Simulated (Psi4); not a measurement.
# M06-L/6-31G(d) (spherical functions) run of CH4FGeN (SMILES [H]/N=[C](/F)[GeH3])

Aim: the vertical singlet–triplet gap of CH4FGeN at M06-L/6-31G* (spherical functions), from 2 runs. 

Program for the calculation: Psi4 1.11.

2 further runs of the same task are left out: 2 set aside as unsound or not needed. Runs told in other sessions of the task aren't counted.

### 1 The system as given

The species is CH4FGeN (8 atoms), meant as a singlet with charge 0. As SMILES, `[H]/N=[C](/F)[GeH3]`. The shape is that of a PBE0-D4/def2-TZVP optimisation.

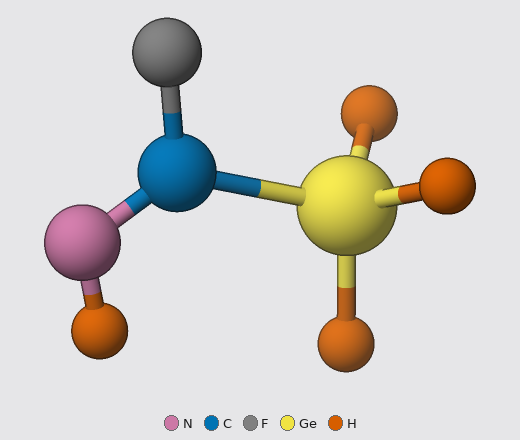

The structure, seen from a chosen angle (nitrogen pink, carbon blue, fluorine grey, germanium yellow, hydrogen orange).

### 2 Energy and forces at M06-L/6-31G(d) (spherical functions)

File job.json:

```json
{
  "schema_name": "qcschema_input",
  "schema_version": 1,
  "molecule": {
    "schema_name": "qcschema_molecule",
    "schema_version": 2,
    "symbols": ["N", "C", "F", "Ge", "H", "H", "H", "H"],
    "geometry": [3.58273176, 0.42008612, -0.65856955, 1.71606029, 0.05158952, 0.72867839, 2.14937449, -0.24018419, 3.21706975, -1.92733167, -0.19615357, -0.06708528, 3.05606509, 0.61491688, -2.49424951, -3.33763428, 1.90276523, 1.34227247, -2.17261813, 0.13530439, -2.93644543, -2.89260378, -2.79603877, 0.76288244],
    "molecular_charge": 0,
    "molecular_multiplicity": 1,
    "fix_symmetry": "c1"
  },
  "driver": "gradient",
  "model": {
    "method": "m06-l",
    "basis": "6-31G*"
  },
  "keywords": {
    "puream": true,
    "e_convergence": 1e-09,
    "d_convergence": 1e-08,
    "scf_type": "pk",
    "dft_radial_points": 99,
    "dft_spherical_points": 590,
    "scf_properties": ["DIPOLE", "LOWDIN_CHARGES", "MULLIKEN_CHARGES"]
  }
}
```

Command:

```sh
$ psi4 --qcschema job.json -n 1 --memory 2200MB
```

stdout:

```text
[...]
  Running in c1 symmetry.
[...]
  Nuclear repulsion =  257.992180007590889
[...]
  Multiplicity = 1
[...]
  Nalpha       = 29
  Nbeta        = 29
[...]
    Number of basis functions: 82
[...]
   @RKS iter   1: -2270.02035356433225   -1.71162e+00   3.47428e-02 DIIS/ADIIS
[...]
   @RKS iter  13: -2271.70205604168723    3.63798e-12   2.44978e-09 DIIS
[...]
    Orbital Energies [Eh]
    ---------------------
    Doubly Occupied:
       1A   -398.084545     2A    -49.714564     3A    -44.136955
       4A    -44.136604     5A    -44.136565     6A    -24.523302
       7A    -14.182418     8A    -10.170023     9A     -6.256091
      10A     -4.376420    11A     -4.375451    12A     -4.375190
      13A     -1.205532    14A     -1.143888    15A     -1.143515
      16A     -1.143262    17A     -1.141953    18A     -1.141879
      19A     -0.881446    20A     -0.595460    21A     -0.544622
      22A     -0.469835    23A     -0.425365    24A     -0.419996
      25A     -0.349003    26A     -0.337081    27A     -0.324296
      28A     -0.285754    29A     -0.244111
[...]
  @RKS Final Energy: -2271.70205604168723
   => Energetics <=
    Nuclear Repulsion Energy =            257.9921800075908891
    One-Electron Energy =               -3674.9828710031611081
    Two-Electron Energy =                1248.5569944486678651
    DFT Exchange-Correlation Energy =    -103.2683594947849599
    Empirical Dispersion Energy =           0.0000000000000000
    VV10 Nonlocal Energy =                  0.0000000000000000
    Total Energy =                      -2271.7020560416872286
[...]
 Multipole Moments:
 ------------------------------------------------------------------------------------
     Multipole            Electronic (a.u.)      Nuclear  (a.u.)        Total (a.u.)
 ------------------------------------------------------------------------------------
 L = 1.  Multiply by 2.5417464519 to convert [e a0] to [Debye]
 Dipole X            :         -5.7657079            4.8042873           -0.9614206
 Dipole Y            :         -0.6739341            0.6620271           -0.0119070
 Dipole Z            :          0.8325955           -1.4420851           -0.6094896
 Magnitude           :                                                    1.1383975
[...]
  Mulliken Charges: (a.u.)
   Center  Symbol    Alpha    Beta     Spin     Total
       1     N     3.78147  3.78147  0.00000 -0.56295
       2     C     2.76166  2.76166  0.00000  0.47667
       3     F     4.65545  4.65545  0.00000 -0.31090
       4    GE    15.96636 15.96636  0.00000  0.06729
       5     H     0.32936  0.32936  0.00000  0.34127
       6     H     0.49872  0.49872  0.00000  0.00256
       7     H     0.50829  0.50829  0.00000 -0.01658
       8     H     0.49868  0.49868  0.00000  0.00264
   Total alpha = 29.00000, Total beta = 29.00000, Total charge =  0.00000
[...]
  -Total Gradient:
     Atom            X                  Y                   Z
    ------   -----------------  -----------------  -----------------
       1       -0.017162153587    -0.002890719733     0.009049768307
       2        0.014726720306     0.001769102104    -0.002393269065
       3       -0.000953754790     0.000893870767    -0.007506690799
       4       -0.000748352015     0.000126500457    -0.001414538486
       5        0.000672444953    -0.000108594302     0.001370475145
       6        0.001689710851    -0.001880581157    -0.001301271918
       7        0.000511803261    -0.000335039212     0.002986447401
       8        0.001286145409     0.002424632852    -0.000758632769
[...]
```

The result, in JSON:

```text
{
 "driver": "gradient",
 "model": {
  "method": "m06-l",
  "basis": "6-31G*"
 },
 "success": true,
 "return_result": [-0.017162153587209628, -0.002890719732593451, 0.009049768306559333, 0.014726720306412422, 0.0017691021035341759, -0.002393269065139314, -0.0009537547897781606, 0.0008938707671865206, -0.007506690798991578, -0.0007483520146771838, 0.00012650045654104443, -0.0014145384861279624, 0.0006724449533608637, -0.0001085943022306711, 0.0013704751446328989, 0.0016897108507764463, -0.001880581156970429, -0.0013012719184067462, 0.000511803260902808, -0.00033503921194014477, 0.0029864474011560005, 0.0012861454087872565, 0.0024246328519289817, -0.0007586327685674202],
 "properties": {
  "calcinfo_nbasis": 82,
  "calcinfo_nmo": 82,
  "calcinfo_nalpha": 29,
  "calcinfo_nbeta": 29,
  "calcinfo_natom": 8,
  "nuclear_repulsion_energy": 257.9921800075909,
  "return_energy": -2271.7020560416872,
  "return_gradient": [-0.017162153587209628, -0.002890719732593451, 0.009049768306559333, 0.014726720306412422, 0.0017691021035341759, -0.002393269065139314, -0.0009537547897781606, 0.0008938707671865206, -0.007506690798991578, -0.0007483520146771838, 0.00012650045654104443, -0.0014145384861279624, 0.0006724449533608637, -0.0001085943022306711, 0.0013704751446328989, 0.0016897108507764463, -0.001880581156970429, -0.0013012719184067462, 0.000511803260902808, -0.00033503921194014477, 0.0029864474011560005, 0.0012861454087872565, 0.0024246328519289817, -0.0007586327685674202],
  "scf_one_electron_energy": -3674.982871003161,
  "scf_two_electron_energy": 1248.5569944486679,
  "scf_xc_energy": -103.26835949478496,
  "scf_dipole_moment": [-0.9614205884472931, -0.011907006690624167, -0.6094896357709776],
  "scf_total_energy": -2271.7020560416872,
  "scf_total_gradient": [-0.017162153587209628, -0.002890719732593451, 0.009049768306559333, 0.014726720306412422, 0.0017691021035341759, -0.002393269065139314, -0.0009537547897781606, 0.0008938707671865206, -0.007506690798991578, -0.0007483520146771838, 0.00012650045654104443, -0.0014145384861279624, 0.0006724449533608637, -0.0001085943022306711, 0.0013704751446328989, 0.0016897108507764463, -0.001880581156970429, -0.0013012719184067462, 0.000511803260902808, -0.00033503921194014477, 0.0029864474011560005, 0.0012861454087872565, 0.0024246328519289817, -0.0007586327685674202],
  "scf_iterations": 13
 }
}
```

Run time: 29 s. Hardware: 1 thread of Intel Xeon Platinum 8488C (Sapphire Rapids), shared host; peak memory 1.3 GiB.

### 3 The triplet: the energy at UM06-L/6-31G(d) (spherical functions)

File run.py:

```python
import psi4

psi4.set_memory('2200 MB')
psi4.set_num_threads(1)
psi4.core.set_output_file('ch4fgen.out', False)

geom = psi4.geometry("""
0 3
N
C 1 1.246064
F 2 1.345504 1 117.35015
Ge 2 1.977801 1 131.12572 3 179.97709
H 1 1.015835 2 111.20808 3 179.99373
H 4 1.531939 2 108.85543 1 -119.12724
H 4 1.533999 6 110.96278 2 -117.00607
H 4 1.531874 6 110.43461 7 -123.51613
symmetry c1
""")

options = {'basis': '6-31G*', 'reference': 'uks', 'puream': True, 'e_convergence': 1e-09, 'd_convergence': 1e-08, 'scf_type': 'pk', 'dft_radial_points': 99, 'dft_spherical_points': 590, 'maxiter': 100}
psi4.set_options(options)

energy_value, wavefunction = psi4.energy('m06-l', molecule=geom, return_wfn=True)
psi4.oeprop(wavefunction, 'LOWDIN_CHARGES', 'WIBERG_LOWDIN_INDICES', 'MULLIKEN_CHARGES', title='M06-L')
print(f'm06-l energy: {energy_value:.10f} Eh')
```

Command:

```sh
$ python run.py
```

ch4fgen.out, cut to the lines that bear on the results:

```text
[...]
  Running in c1 symmetry.
[...]
  Nuclear repulsion =  257.992174955885957
[...]
  Multiplicity = 3
[...]
  Nalpha       = 30
  Nbeta        = 28
[...]
    Number of basis functions: 82
[...]
   @UKS iter   1: -2269.80513047965178   -1.49640e+00   3.47688e-02 DIIS/ADIIS
[...]
   @UKS iter  17: -2271.52165319293772   -6.36646e-12   5.42772e-09 DIIS
[...]
   @S^2 Observed:                2.006887162E+00
[...]
  @UKS Final Energy: -2271.52165319293772
   => Energetics <=
    Nuclear Repulsion Energy =            257.9921749558859574
    One-Electron Energy =               -3674.8396345734263377
    Two-Electron Energy =                1248.6136573842634334
    DFT Exchange-Correlation Energy =    -103.2878509596607302
    Empirical Dispersion Energy =           0.0000000000000000
    VV10 Nonlocal Energy =                  0.0000000000000000
    Total Energy =                      -2271.5216531929377197
  UHF NO Occupations:
  HONO-2 :   28  A 1.9984184
  HONO-1 :   29  A 1.0000000
[...]
 Multipole Moments:
 ------------------------------------------------------------------------------------
     Multipole            Electronic (a.u.)      Nuclear  (a.u.)        Total (a.u.)
 ------------------------------------------------------------------------------------
 L = 1.  Multiply by 2.5417464519 to convert [e a0] to [Debye]
 Dipole X            :          0.0003455           -0.0006345           -0.0002890
 Dipole Y            :          2.6474204           -1.7103004            0.9371200
 Dipole Z            :          4.7679263           -4.7617152            0.0062111
 Magnitude           :                                                    0.9371406
[...]
  Mulliken Charges: (a.u.)
   Center  Symbol    Alpha    Beta     Spin     Total
       1     N     4.23574  3.28631  0.94942 -0.52205
       2     C     3.14318  2.48247  0.66070  0.37435
       3     F     4.69975  4.61859  0.08116 -0.31834
       4    GE    16.04896 15.82852  0.22044  0.12252
       5     H     0.30970  0.32232 -0.01263  0.36798
       6     H     0.52867  0.47451  0.05416 -0.00319
       7     H     0.50602  0.51267 -0.00665 -0.01868
       8     H     0.52799  0.47460  0.05339 -0.00260
   Total alpha = 30.00000, Total beta = 28.00000, Total charge =  0.00000
[...]
```

The script printed:

```text
m06-l energy: -2271.5216531929 Eh
```

It took 53 s on 1 thread of Intel Xeon Platinum 8488C (Sapphire Rapids), shared host; peak memory 1.3 GiB.

### 4 What came out

Level: M06-L/6-31G* (spherical functions).

```
                                        quantity           value
                           singlet: total energy  -2271.70206 Eh
                          singlet: dipole moment          2.89 D
                            singlet: HOMO energy        -6.64 eV
                            singlet: LUMO energy        -1.00 eV
                          singlet: HOMO–LUMO gap         5.64 eV
               singlet: largest force on an atom      1.009 eV/Å
                           triplet: total energy  -2271.52165 Eh
                          triplet: dipole moment          2.38 D
     triplet: HOMO energy (highest over α and β)        -1.71 eV
                                   triplet: ⟨S²⟩           2.007
vertical energy of the triplet above the singlet        4.909 eV
```

In words: At this shape the triplet lies 4.91 eV (113 kcal/mol) above the singlet. The largest force (singlet) is 1.01 eV/Å: the shape isn't a stationary point for this species at this level. Mulliken charges (singlet) run from -0.56 on N1 to +0.48 on C2; they depend strongly on the basis.
